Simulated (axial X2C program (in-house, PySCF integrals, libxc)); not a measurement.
# VC⁻: bond curves with and without spin–orbit coupling

Aim: find the lowest determinant of VC⁻, scan the bond at several levels and fit the constants, once spin-free and once with spin–orbit coupling.

Program: an in-house X2C program for linear molecules on PySCF integrals. Level of theory: all-electron X2C, V dyall-acv3z, C dyall-av3z. These are calculated values, not measurements.

## (1) Input

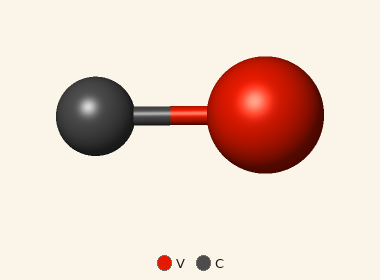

The two atoms at 1.790 Å (vanadium red, carbon dark grey).

Input file task.json:

```json
{"zs": [23, 6], "q": -1, "bas": ["dyall-acv3z", "dyall-av3z"], "levels": ["PBE0", "HF", "LDA"], "cc": true, "r0": 1.79, "thr": -2.0, "nmax": 90, "npts": 10, "nst": 2, "ntry": 6}
```

Keys: zs atomic numbers; q charge; bas basis sets; levels methods (HF also brings MP2); cc coupled cluster on or off; r0 starting distance in Å; thr threshold in hartree for freezing inner shells (an s shell follows its p shell); nmax most natural virtual spinors; npts points asked for on the curve; nst determinants followed; ntry starts of the search.

Launch:

```bash
python so2c.py task.json out
```

Spin-free means the one-electron spin-free X2C Hamiltonian; two-component (2c) means X2C with spin–orbit coupling and atomic mean-field two-electron Coulomb and Gaunt terms. Basis: V dyall-acv3z contracted to [11s11p7d4f2g], C dyall-av3z contracted to [8s7p3d2f]; Gaussian nuclei, density fitting. Masses: V 50.944 u, C 12.000 u.

Notation: σ, π±, δ± give the projection m of an orbital's angular momentum (0, ±1, ±2), α and β its spin, Λ and M_S the sums; ω is the projection of a spinor's total angular momentum and Ω the sum. Logs are in hartree.

The results follow Hamiltonian by Hamiltonian and level by level.

## (2) Which state to follow

PBE0 moves the distance from 1.790 Å to 1.646 Å and compares determinants there.

Spin-free determinants:

| ΔE (eV) | state | open shells |
| --- | --- | --- |
| 0.00 | M_S = 1, Λ = 2 | beyond closed shells: σα, δ+α |
| 0.37 | M_S = 0, Λ = 2 | beyond closed shells: σα, δ+β |
| 0.52 | M_S = 2, Λ = 0 | beyond closed shells: 2 × σα, δ+α, δ-α |
| 0.59 | M_S = 0, Λ = 0 | closed shell |
| 0.88 | M_S = 1, Λ = 0 | beyond closed shells: δ+α, δ-α |
| 0.98 | M_S = 2, Λ = 3 | beyond closed shells: 2 × σα, π+α, δ+α |
| 1.27 | M_S = 2, Λ = 2 | beyond closed shells: 3 × σα, δ+α |

Two-component determinants:

```json
{"ΔE (eV)": "0.00", "state": "Ω = 1", "open shells": "excess of +ω over −ω: ω = -1/2, ω = 3/2"}
{"ΔE (eV)": "0.04", "state": "Ω = 3", "open shells": "excess of +ω over −ω: ω = 1/2, ω = 5/2"}
{"ΔE (eV)": "0.37", "state": "Ω = 2", "open shells": "excess of +ω over −ω: ω = 1/2, ω = 3/2"}
{"ΔE (eV)": "0.41", "state": "Ω = 2", "open shells": "excess of +ω over −ω: ω = -1/2, ω = 5/2"}
{"ΔE (eV)": "0.53", "state": "Ω = 2", "open shells": "excess of +ω over −ω: 2 × ω = 1/2, ω = -3/2, ω = 5/2"}
{"ΔE (eV)": "0.61", "state": "Ω = 0", "open shells": "closed shell"}
{"ΔE (eV)": "0.90", "state": "Ω = 1", "open shells": "excess of +ω over −ω: ω = -3/2, ω = 5/2"}
```

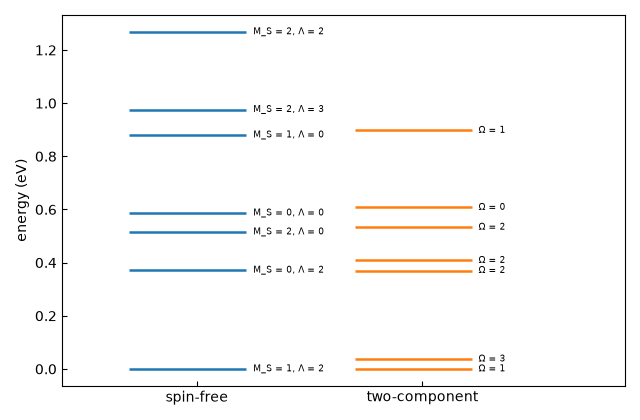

The determinants found, each set from its own lowest.

## (3) PBE0, spin-free

State followed: M_S = 1, Λ = 2 (beyond closed shells: σα, δ+α). The scan is laid around 1.646 Å, a first estimate of the minimum, and this SCF restarts from the orbitals of the search.

Output at 1.646 Å:

```text
spin-free X2C-1e  PBE0
basis functions 183  fitting functions 982  grid points 5073
iter        total energy     max residual
   1       -987.001746977     4.85e-05
   2       -987.001747061     6.81e-05
   3       -987.001747097     3.54e-05
   4       -987.001747108     1.05e-05
   5       -987.001747110     9.83e-06
converged
one-electron -1448.80018764  Coulomb 468.34227828  exact exchange -12.42527669  xc functional -38.48457267  nuclear repulsion 44.36601161
```

Along the bond, energies from the lowest point:

```csv
R (Å),E (eV),μ (D),HOMO (eV),LUMO (eV),iterations
1.498,0.2761,-1.71,0.20,1.74,56
1.547,0.0955,-2.16,0.14,1.74,56
1.597,0.0135,-2.49,0.09,1.74,52
1.646,0.0000,-2.73,0.05,1.75,5
1.704,0.0384,-2.95,0.02,1.75,50
1.761,0.1117,-3.11,0.00,1.75,46
1.835,0.2374,-3.26,0.02,1.75,45
```

Dipoles are positive if C is the positive end and refer to the centre of mass.

Outer orbitals at the reference distance:

```tsv
symmetry	occupied	ε (eV)	atomic character
σβ	yes	-8.26	59% C s, 15% V d, 12% V p
σα	yes	-7.24	55% C s, 20% V d, 11% V s
π+α	yes	-0.72	66% V d, 30% C p
π-α	yes	-0.60	63% V d, 32% C p, 2% V p
δ+α	yes	-0.57	97% V d
σα	yes	-0.46	55% V d, 17% V s, 15% C p
π+β	yes	-0.41	56% C p, 34% V d, 7% V p
π-β	yes	-0.41	56% C p, 34% V d, 7% V p
σβ	yes	-0.07	58% C p, 25% V d, 9% V p
σα	yes	0.05	36% V s, 34% V p, 23% C p
σα	no	1.75	92% V p, 6% V s
π+α	no	1.79	99% V p
π-α	no	1.79	99% V p
σβ	no	1.89	95% V p, 4% V s
```

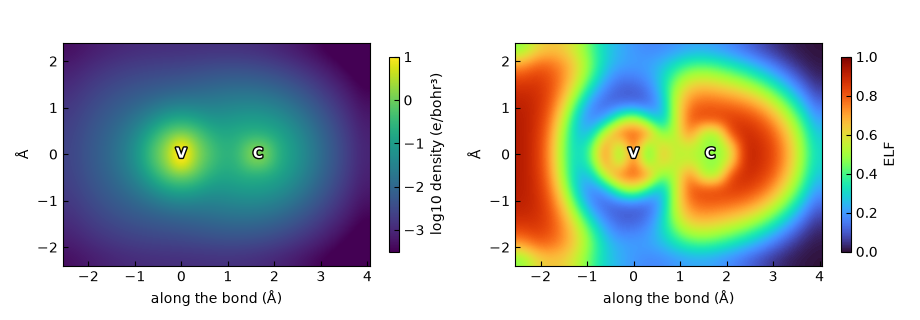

PBE0 fields in a plane through the axis, from a grid of 0.3 Å; V lies at z = 0 and C at z = 1.646 Å; the ELF is damped to zero where the density is low.

Re = 1.633 Å, ωe = 749 cm⁻¹, ωexe = 17 cm⁻¹, Be = 0.6506 cm⁻¹, De = 3.26 eV, μ = -2.68 D. ⟨S²⟩ = 2.35 against 2.00 for a pure state, so this determinant mixes spins.

## (4) HF, spin-free

Output at 1.646 Å:

```text
spin-free X2C-1e  HF
basis functions 183  fitting functions 982  grid points 5073
iter        total energy     max residual
   1       -985.793004512     2.01e-01
   2       -985.824022393     3.08e-02
   3       -985.840523958     1.52e-01
   4       -985.856765014     7.86e-02
   5       -985.867855367     3.93e-02
   6       -985.870346186     2.72e-02
   7       -985.872197719     6.05e-03
   8       -985.872612672     4.83e-03
   9       -985.872890924     3.24e-03
  10       -985.873026544     1.52e-03
  11       -985.873121545     2.13e-03
  12       -985.873204133     1.79e-03
  13       -985.873258426     1.06e-03
  14       -985.873281782     4.09e-04
  15       -985.873286537     2.38e-04
  16       -985.873287320     7.87e-05
  17       -985.873287515     5.17e-05
  18       -985.873287557     2.17e-05
  19       -985.873287571     8.69e-06
  20       -985.873287577     9.44e-06
  21       -985.873287579     6.18e-06
  22       -985.873287580     2.17e-06
converged
one-electron -1448.69246045  Coulomb 468.46294042  exact exchange -50.00977916  xc functional 0.00000000  nuclear repulsion 44.36601161
```

No constants are quoted: the lowest point is the long end of the scan.

## (5) LDA, spin-free

Output at 1.646 Å:

```text
spin-free X2C-1e  LDA
basis functions 183  fitting functions 982  grid points 5073
iter        total energy     max residual
   1       -984.751555849     5.70e-01
   2       -984.758013122     3.79e-02
   3       -984.760698057     4.05e-01
   4       -984.767784101     3.76e-03
   5       -984.768107500     1.34e-02
   6       -984.768327104     3.63e-03
   7       -984.768389391     5.53e-03
   8       -984.768396849     5.74e-04
   9       -984.768400535     1.97e-03
  10       -984.768403257     8.82e-04
  11       -984.768403684     7.36e-05
  12       -984.768403830     2.34e-04
  13       -984.768403873     1.46e-04
  14       -984.768403885     6.16e-06
  15       -984.768403887     2.47e-05
  16       -984.768403888     8.89e-06
converged
one-electron -1448.74868868  Coulomb 468.19428106  exact exchange 0.00000000  xc functional -48.58000788  nuclear repulsion 44.36601161
```

Re = 1.616 Å, ωe = 946 cm⁻¹, ωexe = 4.65 cm⁻¹, Be = 0.6646 cm⁻¹, De = 5.30 eV, μ = -2.89 D.

## (6) Correlated methods, spin-free

Correlated methods: 10 electrons correlated (frozen shells, counted by type: V 3 s, 2 p; C 1 s), 298 virtual spinors in MP2, 90 natural virtuals in coupled cluster.

Output of the correlated part at 1.646 Å:

```text
correlated 10  virtual 298  natural virtual 90  E(MP2) -0.246369752  MP2 remainder -0.012342057
iter   CCSD correlation   residual
   1     -0.236914350   1.80e-01
   2     -0.250671570   1.15e-01
   3     -0.267988833   8.30e-02
   4     -0.276461131   4.72e-02
   5     -0.280897830   2.57e-02
   6     -0.281742541   1.33e-02
   7     -0.282427332   6.49e-03
   8     -0.282411634   2.97e-03
   9     -0.282444347   1.50e-03
  10     -0.282484298   7.05e-04
  11     -0.282474105   3.68e-04
  12     -0.282483503   1.96e-04
  13     -0.282476730   9.99e-05
  14     -0.282475635   4.90e-05
  15     -0.282474991   2.46e-05
  16     -0.282474930   1.21e-05
  17     -0.282475120   6.22e-06
  18     -0.282475237   3.50e-06
  19     -0.282475258   1.99e-06
  20     -0.282475299   1.14e-06
  21     -0.282475283   6.27e-07
(T) -0.021457331  T1 0.1654  D1 0.2529  max T2 0.076
```

T1 in the output is the amplitude norm over the root of the electron number; divide by √2 for the Lee–Taylor value.

MP2: No constants are quoted: the lowest point is the short end of the scan.

CCSD: No constants are quoted: the reference changes its character somewhere along the scan, so the fit is set aside.

CCSD(T): No constants are quoted: the reference changes its character somewhere along the scan, so the fit is set aside.

## (7) A higher determinant, spin-free

State: M_S = 0, Λ = 2 (beyond closed shells: σα, δ+β).

Output at the reference distance:

```text
spin-free X2C-1e  PBE0
basis functions 183  fitting functions 982  grid points 5073
iter        total energy     max residual
   1       -986.988100851     3.04e-05
   2       -986.988100881     5.94e-05
   3       -986.988100914     2.98e-05
   4       -986.988100941     1.33e-05
   5       -986.988100950     7.68e-06
converged
one-electron -1448.59173476  Coulomb 468.12256658  exact exchange -12.41837356  xc functional -38.46657082  nuclear repulsion 44.36601161
```

```csv
R (Å),E above the lowest PBE0 point (eV)
1.498,0.473
1.547,0.335
1.597,0.312
1.646,0.371
1.704,0.484
1.761,0.604
1.835,0.750
```

No constants are quoted: the solution changes its character somewhere along the scan, so the fit is set aside.

## (8) The spin-free curves together

Energy (eV) of the followed determinant, spin-free, from each level's lowest point:

```csv
R (Å),PBE0,HF (jumps),MP2 (its reference jumps),CCSD (its reference jumps),CCSD(T) (its reference jumps),LDA
1.498,0.276,2.124,0.000,0.356,0.295,0.268
1.547,0.095,1.633,0.137,0.164,0.126,0.079
1.597,0.013,1.195,0.218,0.050,0.031,0.000
1.646,0.000,0.819,0.260,0.000,0.000,0.007
1.704,0.038,0.604,1.239,0.206,0.228,0.100
1.761,0.112,0.300,1.207,0.248,0.294,0.258
1.835,0.237,0.000,1.153,0.349,0.441,0.528
```

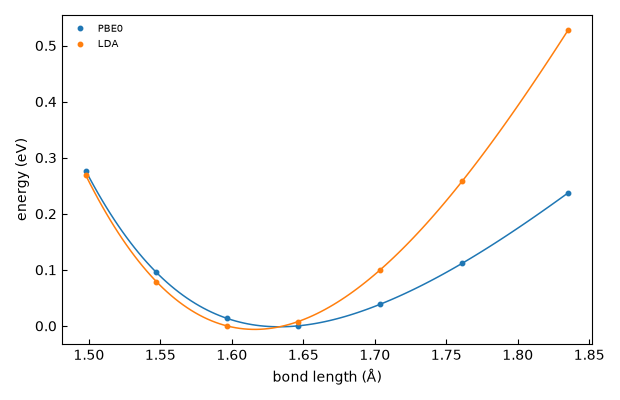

Curves of the followed state, spin-free, each from its own lowest point. Left out: HF, MP2, CCSD, CCSD(T).

## (9) PBE0, 2c

State followed: Ω = 1 (excess of +ω over −ω: ω = -1/2, ω = 3/2). The scan is laid around 1.646 Å, a first estimate of the minimum, and this SCF restarts from the orbitals of the search.

The SCF at the reference distance of 1.646 Å:

```text
two-component X2C + atomic mean field  PBE0
basis functions 183  fitting functions 982  grid points 5073
iter        total energy     max residual
   1       -986.782126101     8.49e-05
   2       -986.782126134     4.34e-05
   3       -986.782126149     2.80e-05
   4       -986.782126154     2.71e-05
   5       -986.782126168     1.47e-05
   6       -986.782126171     5.28e-06
converged
one-electron -1448.25441307  Coulomb 468.22944455  exact exchange -12.42206217  xc functional -38.47470802  nuclear repulsion 44.36601161  atomic mean-field constant -0.22639906
```

Along the bond, energies from the lowest point:

```csv
R (Å),E (eV),μ (D),HOMO (eV),LUMO (eV),iterations
1.498,0.2735,-1.70,0.20,1.75,61
1.547,0.0938,-2.15,0.14,1.75,53
1.597,0.0127,-2.48,0.10,1.75,54
1.646,0.0000,-2.73,0.05,1.76,6
1.704,0.0391,-2.94,0.02,1.76,49
1.761,0.1129,-3.10,0.00,1.76,44
1.835,0.2389,-3.26,0.02,1.76,45
```

Dipoles are positive if C is the positive end and refer to the centre of mass.

Outer spinors at the reference distance:

```tsv
ω	occupied	ε (eV)	atomic character	λ mixture
1/2	yes	-8.26	59% C s, 15% V d, 12% V p	100% σ
-1/2	yes	-7.24	55% C s, 20% V d, 11% V s	100% σ
1/2	yes	-0.73	66% V d, 30% C p	100% π
3/2	yes	-0.60	96% V d	99% δ, 1% π
-3/2	yes	-0.59	63% V d, 32% C p, 2% V p	100% π
-1/2	yes	-0.47	54% V d, 17% C p, 16% V s	94% σ, 6% π
-1/2	yes	-0.42	53% C p, 35% V d, 7% V p	94% π, 6% σ
3/2	yes	-0.41	55% C p, 34% V d, 7% V p	100% π
1/2	yes	-0.07	58% C p, 25% V d, 9% V p	100% σ
-1/2	yes	0.05	36% V s, 34% V p, 23% C p	100% σ
-1/2	no	1.76	91% V p, 7% V s	100% σ
1/2	no	1.79	99% V p	100% π
-3/2	no	1.79	99% V p	100% π
1/2	no	1.90	94% V p, 5% V s	100% σ
```

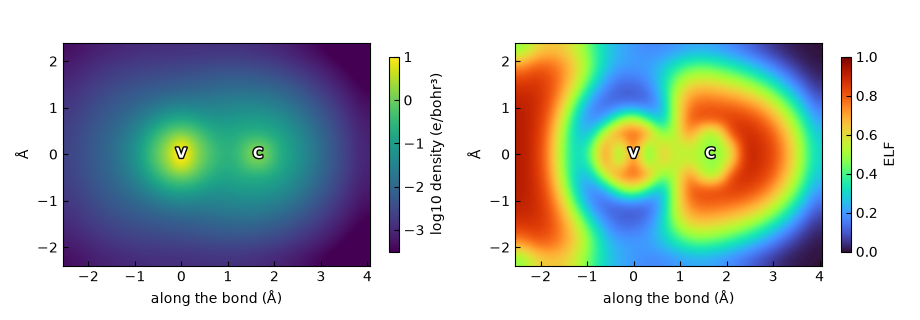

PBE0 fields in a plane through the axis, from a grid of 0.3 Å; V lies at z = 0 and C at z = 1.646 Å; the ELF is damped to zero where the density is low.

Re = 1.633 Å, ωe = 751 cm⁻¹, ωexe = 17.1 cm⁻¹, Be = 0.6512 cm⁻¹, De = 3.28 eV, μ = -2.67 D.

## (10) HF, 2c

The SCF at the reference distance of 1.646 Å:

```text
two-component X2C + atomic mean field  HF
basis functions 183  fitting functions 982  grid points 5073
iter        total energy     max residual
   1       -985.573604646     2.01e-01
   2       -985.604613722     3.08e-02
   3       -985.621101238     1.52e-01
   4       -985.637347798     7.86e-02
   5       -985.648443864     3.94e-02
   6       -985.650932372     2.71e-02
   7       -985.652774687     6.08e-03
   8       -985.653186256     4.82e-03
   9       -985.653462813     3.22e-03
  10       -985.653598336     1.52e-03
  11       -985.653693420     2.13e-03
  12       -985.653775876     1.79e-03
  13       -985.653829982     1.05e-03
  14       -985.653853210     3.99e-04
  15       -985.653857980     2.39e-04
  16       -985.653858784     8.08e-05
  17       -985.653858989     5.25e-05
  18       -985.653859035     2.29e-05
  19       -985.653859051     9.10e-06
  20       -985.653859058     1.04e-05
  21       -985.653859060     6.49e-06
  22       -985.653859061     2.18e-06
converged
one-electron -1448.14610993  Coulomb 468.34953668  exact exchange -49.99689836  xc functional 0.00000000  nuclear repulsion 44.36601161  atomic mean-field constant -0.22639906
```

No constants are quoted: the lowest point is the long end of the scan.

## (11) LDA, 2c

Output at 1.646 Å:

```text
two-component X2C + atomic mean field  LDA
basis functions 183  fitting functions 982  grid points 5073
iter        total energy     max residual
   1       -984.532362467     5.70e-01
   2       -984.538825551     3.79e-02
   3       -984.541494831     4.05e-01
   4       -984.548586552     3.77e-03
   5       -984.548909551     1.34e-02
   6       -984.549128908     3.63e-03
   7       -984.549191130     5.50e-03
   8       -984.549198560     5.72e-04
   9       -984.549202241     1.97e-03
  10       -984.549204947     8.80e-04
  11       -984.549205372     7.34e-05
  12       -984.549205519     2.36e-04
  13       -984.549205563     1.49e-04
  14       -984.549205574     6.81e-06
  15       -984.549205577     2.46e-05
  16       -984.549205577     8.97e-06
converged
one-electron -1448.20441842  Coulomb 468.08304458  exact exchange 0.00000000  xc functional -48.56744428  nuclear repulsion 44.36601161  atomic mean-field constant -0.22639906
```

Re = 1.616 Å, ωe = 946 cm⁻¹, ωexe = 4.65 cm⁻¹, Be = 0.6649 cm⁻¹, De = 5.31 eV, μ = -2.88 D.

## (12) Correlated methods, 2c

Correlated methods: 10 electrons correlated (frozen shells, counted by type: V 3 s, 2 p; C 1 s), 298 virtual spinors in MP2, 90 natural virtuals in coupled cluster.

Output of the correlated part at 1.646 Å:

```text
correlated 10  virtual 298  natural virtual 90  E(MP2) -0.246312780  MP2 remainder -0.012340305
iter   CCSD correlation   residual
   1     -0.236875753   1.80e-01
   2     -0.250627365   1.15e-01
   3     -0.267932234   8.29e-02
   4     -0.276404627   4.72e-02
   5     -0.280832994   2.57e-02
   6     -0.281677692   1.33e-02
   7     -0.282361861   6.49e-03
   8     -0.282346553   2.97e-03
   9     -0.282379429   1.50e-03
  10     -0.282419490   7.08e-04
  11     -0.282409271   3.70e-04
  12     -0.282418705   1.98e-04
  13     -0.282411869   1.03e-04
  14     -0.282410753   5.22e-05
  15     -0.282410077   2.82e-05
  16     -0.282410012   1.59e-05
  17     -0.282410247   9.95e-06
  18     -0.282410414   6.61e-06
  19     -0.282410432   4.19e-06
(T) -0.021445027  T1 0.1653  D1 0.2533  max T2 0.075
```

MP2: No constants are quoted: the lowest point is the short end of the scan.

CCSD: No constants are quoted: too few points lie around the minimum for a second fit to confirm the first.

CCSD(T): No constants are quoted: too few points lie around the minimum for a second fit to confirm the first.

## (13) A higher determinant, 2c

State: Ω = 3 (excess of +ω over −ω: ω = 1/2, ω = 5/2).

Output at the reference distance:

```text
two-component X2C + atomic mean field  PBE0
basis functions 183  fitting functions 982  grid points 5073
iter        total energy     max residual
   1       -986.780764822     9.83e-05
   2       -986.780764866     4.47e-05
   3       -986.780764883     3.13e-05
   4       -986.780764890     2.96e-05
   5       -986.780764906     1.73e-05
   6       -986.780764910     5.05e-06
converged
one-electron -1448.24457985  Coulomb 468.22035073  exact exchange -12.42190377  xc functional -38.47424456  nuclear repulsion 44.36601161  atomic mean-field constant -0.22639906
```

```csv
R (Å),E above the lowest PBE0 point (eV)
1.498,0.309
1.547,0.130
1.597,0.049
1.646,0.037
1.704,0.076
1.761,0.150
1.835,0.276
```

Re = 1.632 Å, ωe = 751 cm⁻¹, ωexe = 17.3 cm⁻¹, Be = 0.6515 cm⁻¹, μ = -2.66 D. Te = 0.04 eV.

## (14) The 2c curves together

Energy (eV) of the followed determinant, 2c, from each level's lowest point:

```csv
R (Å),PBE0,HF,MP2 (spin-contaminated),CCSD,CCSD(T),LDA
1.498,0.273,2.220,0.000,0.349,0.288,0.267
1.547,0.094,1.729,0.138,0.157,0.118,0.078
1.597,0.013,1.292,0.219,0.049,0.031,0.000
1.646,0.000,0.917,0.262,0.000,0.000,0.008
1.704,0.039,0.557,0.293,0.007,0.028,0.101
1.761,0.113,0.272,0.324,0.075,0.124,0.260
1.835,0.239,0.000,0.374,0.201,0.289,0.529
```

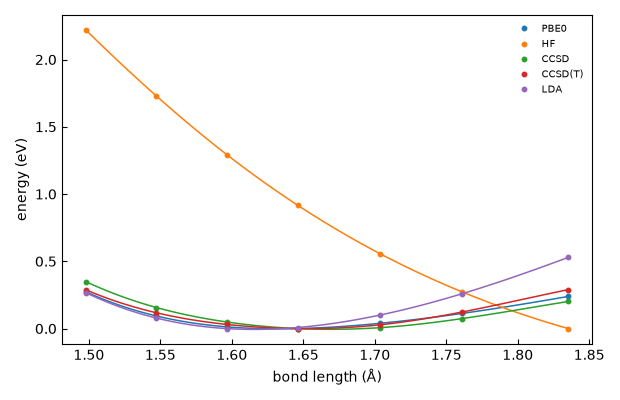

Curves of the followed state, 2c, each from its own lowest point. Left out: MP2.

The whole job took 3.5 min on 1 thread of AMD EPYC 7B13 (Zen 3), shared host; peak memory 0.65 GiB.

## (15) What came out

Lowest determinant that the search found at its distance, spin-free: M_S = 1, Λ = 2 (beyond closed shells: σα, δ+α).

Lowest determinant that the search found at its distance, 2c: Ω = 1 (excess of +ω over −ω: ω = -1/2, ω = 3/2).

```tsv
Hamiltonian	level	Re (Å)	ωe (cm⁻¹)	De (eV)
spin-free	PBE0	1.633	749	3.26
spin-free	LDA	1.616	946	5.30
2c	PBE0	1.633	751	3.28
2c	LDA	1.616	946	5.31
```

No constants: spin-free HF (the lowest point is the long end of the scan); spin-free MP2 (the lowest point is the short end of the scan); spin-free CCSD (the reference changes its character somewhere along the scan, so the fit is set aside); spin-free CCSD(T) (the reference changes its character somewhere along the scan, so the fit is set aside); 2c HF (the lowest point is the long end of the scan); 2c MP2 (the lowest point is the short end of the scan); 2c CCSD (too few points lie around the minimum for a second fit to confirm the first); 2c CCSD(T) (too few points lie around the minimum for a second fit to confirm the first). Spin-free ⟨S²⟩ is off its pure value at PBE0 2.35.

Time per point (s) on 1 thread of AMD EPYC 7B13 (Zen 3), shared host (2c runs); the times are rough: PBE0 1.8, LDA 0.86.

At PBE0, going from spin-free to two-component changes Re by -1 mÅ, ωe by +0.2 %, which is small (part of it comes from the scalar share of the two-electron terms). De moves by +0.02 eV; both De rest on single-determinant atoms, which can miss part of an open shell's spin–orbit lowering. The highest occupied level is positive at the mean-field levels quoted, but negative in the Hartree–Fock runs, so self-interaction plays a part.

De refers to V + C-, each in the lowest determinant found, which need not be this curve's own limit. Each curve is one determinant whose occupation by symmetry is held fixed; it was picked as the lowest of a PBE0 search that is not exhaustive. Dissociation energies refer to the lowest single-determinant-based atoms at the same level and basis. Density functionals use the spin component along the axis (collinear). With several unpaired electrons one determinant need not be a pure state. At some level an empty orbital lies below a filled one. The spin-free determinant is spin-contaminated at some levels.
